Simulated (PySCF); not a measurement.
```yaml
atoms:
  - { symbol: C, position_ang: [-0.5276, 0.0762, -0.6847] }
  - { symbol: Si, position_ang: [-0.4266, 1.5292, -1.7855] }
  - { symbol: P, position_ang: [-1.1576, -0.8289, 0.6681] }
  - { symbol: Si, position_ang: [0.7951, -1.0818, 1.8187] }
  - { symbol: H, position_ang: [0.4190, 1.2056, -2.9751] }
  - { symbol: H, position_ang: [0.1962, 2.6839, -1.0620] }
  - { symbol: H, position_ang: [-1.7826, 1.9486, -2.2662] }
  - { symbol: H, position_ang: [-1.1750, -2.1520, 0.1122] }
  - { symbol: H, position_ang: [1.1802, 0.2735, 2.3084] }
  - { symbol: H, position_ang: [1.8821, -1.6426, 0.9639] }
  - { symbol: H, position_ang: [0.5478, -1.9850, 2.9841] }
```

Geometry: PBE0-D3(BJ)/def2-SVP.

All numbers below come from UKS B3LYP, IGLO-III on C P Si, pcH-1 on H, non-relativistic, mean-field spin-orbit, GIAO (PySCF 2.14.0, density-fitted response routines).

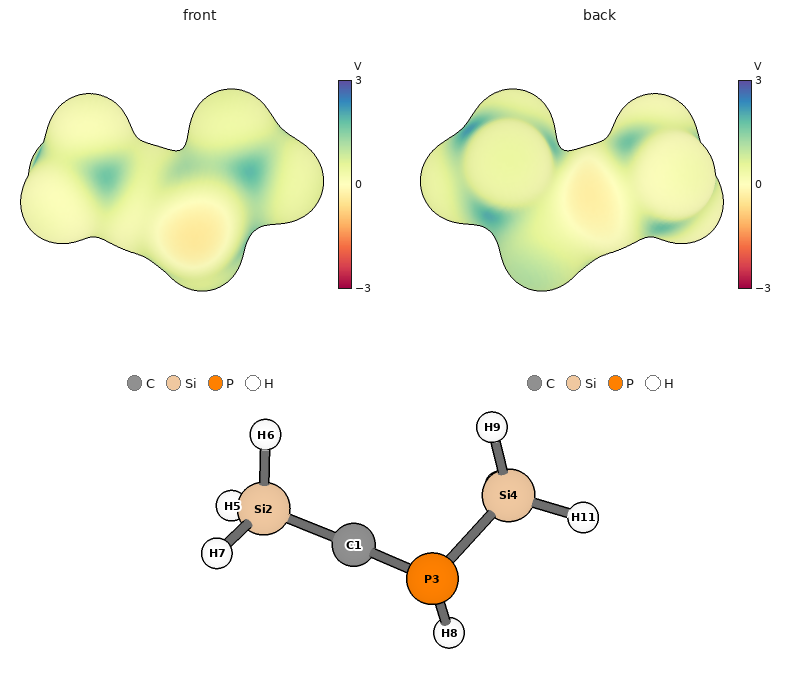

CH7PSi2 (SMILES [SiH3][C]P[SiH3]) (triplet). The molecular electrostatic potential painted on the density surface at 0.004 e/bohr³, seen from the front and from behind; red is negative and blue positive. The bare structure is drawn below in the same view.

Q: Which sites attract a positive test charge, and which a negative one?

A: A positive charge is drawn to the negative regions and a negative charge to the positive ones. The most negative region (about −0.4 V) lies over P3, the most positive (about +2.0 V) over Si2 and Si4.
